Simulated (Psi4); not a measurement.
# C2H4Al− (SMILES C#[C][AlH3-]): B3LYP/6-31G(d) (Cartesian functions)

Aim: the vertical ionisation energy of C2H4Al− at B3LYP/6-31G* (Cartesian functions), from 2 runs. 

The results are computed with Psi4 1.11.

6 further runs of the same task are left out: 2 that didn't finish, 4 set aside as unsound or not needed.

### Step 1. The system as given

C2H4Al−: 7 atoms, total charge -1, spin state singlet. As SMILES, `C#[C][AlH3-]`. Geometry: a GFN2-xTB relaxation, a rough one for these elements and not checked as a minimum.

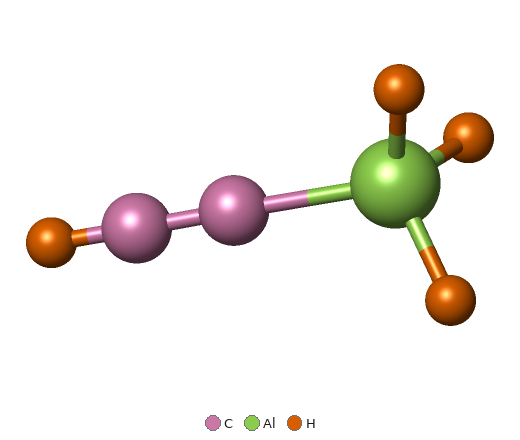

The structure, seen from a chosen angle (carbon pink, aluminium green, hydrogen orange).

### Step 2. Energy and gradient at B3LYP/6-31G(d) (Cartesian functions)

Input file input.inp:

```
memory 1.6 GB

molecule {
  -1 1
  C     -0.916000    -1.890510     0.036740
  C     -0.396540    -0.796130     0.007040
  Al     0.491510     1.012710    -0.020910
  H     -1.380740    -2.845310     0.060780
  H      0.284440     1.706620    -1.474090
  H     -0.163180     1.963600     1.120790
  H      2.080500     0.849040     0.269660
  symmetry c1
}

set {
  basis                6-31G*
  puream               false
  e_convergence        1e-09
  d_convergence        1e-08
  scf_type             pk
  dft_radial_points    99
  dft_spherical_points 590
}

energy_value, wavefunction = gradient("b3lyp", return_wfn=True)
oeprop(wavefunction, "DIPOLE", "QUADRUPOLE", "MAYER_INDICES", title="B3LYP")
```

Command:

```sh
$ psi4 input.inp input.out -n 1
```

input.out:

```text
[...]
  Running in c1 symmetry.
[...]
  Nuclear repulsion =   74.135103438769605
[...]
  Multiplicity = 1
[...]
  Nalpha       = 15
  Nbeta        = 15
[...]
    Number of basis functions: 57
[...]
   @RKS iter   1:  -320.77680540165886   -6.72937e-01   1.06689e-02 DIIS/ADIIS
[...]
   @RKS iter  10:  -321.02333387529399   -6.59384e-12   6.70894e-09 DIIS
[...]
    Orbital Energies [Eh]
    ---------------------
    Doubly Occupied:
       1A    -55.806852     2A     -9.992731     3A     -9.979284
       4A     -3.895010     5A     -2.448286     6A     -2.447643
       7A     -2.447641     8A     -0.546046     9A     -0.364165
      10A     -0.232738    11A     -0.132475    12A     -0.102419
      13A     -0.102395    14A     -0.071541    15A     -0.071502
[...]
  @RKS Final Energy:  -321.02333387529399
   => Energetics <=
    Nuclear Repulsion Energy =             74.1351034387696046
    One-Electron Energy =                -595.0340712431731163
    Two-Electron Energy =                 225.0174052345035420
    DFT Exchange-Correlation Energy =     -25.1417713053940020
    Empirical Dispersion Energy =           0.0000000000000000
    VV10 Nonlocal Energy =                  0.0000000000000000
    Total Energy =                       -321.0233338752939289
[...]
  -Total Gradient:
     Atom            X                  Y                   Z
    ------   -----------------  -----------------  -----------------
       1        0.008740872562     0.017519389500    -0.000340631953
       2       -0.012015864872    -0.024139533426     0.000328408110
       3        0.001129975214     0.001979719690     0.000046849924
       4        0.001767768440     0.003881496241    -0.000061786367
       5        0.001267980266    -0.000259722787     0.003709633039
       6        0.002415371538    -0.000923088640    -0.002933685106
       7       -0.003306340879     0.001942470003    -0.000748550769
[...]
 Multipole Moments:
 ------------------------------------------------------------------------------------
     Multipole            Electronic (a.u.)      Nuclear  (a.u.)        Total (a.u.)
 ------------------------------------------------------------------------------------
 L = 1.  Multiply by 2.5417464519 to convert [e a0] to [Debye]
 Dipole X            :         -1.1357802            0.3990810           -0.7366991
 Dipole Y            :         -2.3058466            0.7956921           -1.5101545
 Dipole Z            :          0.0270779            0.0011357            0.0282136
 Magnitude           :                                                    1.6805024
 L = 2.  Multiply by 1.3450342976 to convert [e a0^2] to [Debye ang]
 Quadrupole XX       :        -81.8550736           55.1627078          -26.6923658
 Quadrupole XY       :        -89.2470424           87.8091231           -1.4379193
[...]
```

Wall time 16 s (1 thread of Intel Xeon Platinum 8375C at 2.90GHz (Ice Lake), shared host); peak memory 0.8 GiB.

### Step 3. Doublet neutral C2H4Al, same level

Input file calc.in:

```
memory 1.6 GB

molecule system {
  0 2
  C     -0.916000    -1.890510     0.036740
  C     -0.396540    -0.796130     0.007040
  Al     0.491510     1.012710    -0.020910
  H     -1.380740    -2.845310     0.060780
  H      0.284440     1.706620    -1.474090
  H     -0.163180     1.963600     1.120790
  H      2.080500     0.849040     0.269660
  symmetry c1
  no_reorient
  no_com
}

set reference uks
set puream false
set e_convergence 1e-09
set d_convergence 1e-08
set scf_type pk
set dft_radial_points 99
set dft_spherical_points 590
set maxiter 200

e, wfn = gradient('b3lyp/6-31G*', return_wfn=True)
oeprop(wfn, 'QUADRUPOLE', 'WIBERG_LOWDIN_INDICES', 'MULLIKEN_CHARGES', title='B3LYP')
print_variables()
```

Command:

```sh
$ psi4 -i calc.in -o calc.out -n 1
```

calc.out, cut to the lines that bear on the results:

```text
[...]
  Running in c1 symmetry.
[...]
  Nuclear repulsion =   74.135103438769605
[...]
  Multiplicity = 2
[...]
  Nalpha       = 15
  Nbeta        = 14
[...]
    Number of basis functions: 57
[...]
   @UKS iter   1:  -320.65217480947399   -5.48306e-01   1.00553e-02 DIIS/ADIIS
[...]
   @UKS iter  20:  -320.86881084668767   -1.40972e-11   8.59113e-09 DIIS
[...]
   @S^2 Observed:                7.605743016E-01
[...]
  @UKS Final Energy:  -320.86881084668767
   => Energetics <=
    Nuclear Repulsion Energy =             74.1351034387696046
    One-Electron Energy =                -588.3959661042666767
    Two-Electron Energy =                 218.2890453964660935
    DFT Exchange-Correlation Energy =     -24.8969935776567759
    Empirical Dispersion Energy =           0.0000000000000000
    VV10 Nonlocal Energy =                  0.0000000000000000
    Total Energy =                       -320.8688108466876656
[...]
  -Total Gradient:
     Atom            X                  Y                   Z
    ------   -----------------  -----------------  -----------------
       1        0.017805321521     0.037079242382    -0.000584684106
       2       -0.026649817623    -0.058772282768    -0.001034627533
       3       -0.007235636039     0.025073668099     0.020245249618
       4        0.002413888989     0.005079397060    -0.000223716111
       5        0.008543186769    -0.002714018350    -0.002062401269
       6        0.003842469814    -0.006527667275    -0.007219707930
       7        0.001280422522     0.000782403840    -0.009119959775
[...]
 Multipole Moments:
 ------------------------------------------------------------------------------------
     Multipole            Electronic (a.u.)      Nuclear  (a.u.)        Total (a.u.)
 ------------------------------------------------------------------------------------
[...]
  Mulliken Charges: (a.u.)
   Center  Symbol    Alpha    Beta     Spin     Total
       1     C     3.22793  2.93441  0.29352 -0.16234
       2     C     3.06325  2.97666  0.08660 -0.03991
       3    AL     6.41430  6.40220  0.01210  0.18350
       4     H     0.38661  0.39864 -0.01203  0.21476
       5     H     0.60905  0.48607  0.12299 -0.09512
       6     H     0.68944  0.31678  0.37266 -0.00622
       7     H     0.60942  0.48525  0.12416 -0.09467
   Total alpha = 15.00000, Total beta = 14.00000, Total charge = -0.00000
  Wiberg Bond Indices using Orthogonal Lowdin Orbitals:
[...]
```

Wall time 41 s (1 thread of Intel Xeon Platinum 8375C at 2.90GHz (Ice Lake), shared host); peak memory 0.79 GiB.

### Step 4. Outcome

At B3LYP/6-31G* (Cartesian functions):

```
                                                              quantity          value
                                         singlet C2H4Al−: total energy  -321.02333 Eh
                                          singlet C2H4Al−: HOMO energy       -1.95 eV
                                          singlet C2H4Al−: LUMO energy        5.79 eV
singlet C2H4Al−: HOMO–LUMO gap (to an unbound level, set by the basis)        7.73 eV
                             singlet C2H4Al−: largest force on an atom     1.387 eV/Å
                                  doublet neutral C2H4Al: total energy  -320.86881 Eh
                                 doublet neutral C2H4Al: dipole moment         2.49 D
            doublet neutral C2H4Al: HOMO energy (highest over α and β)       -7.46 eV
             doublet neutral C2H4Al: LUMO energy (lowest over α and β)       -6.46 eV
                                          doublet neutral C2H4Al: ⟨S²⟩          0.761
                      doublet neutral C2H4Al: largest force on an atom     3.319 eV/Å
                   vertical detachment energy (to the doublet neutral)       4.205 eV
```

In words: Removing an electron at fixed nuclei costs 4.20 eV (406 kJ/mol). The largest force (singlet C2H4Al−) is 1.39 eV/Å: the shape isn't a stationary point for this species at this level. The negative HOMO energy of the first species, 1.95 eV, lies 2.26 eV below that difference. Mulliken charges (doublet neutral C2H4Al) run from -0.16 on C1 to +0.21 on H4.
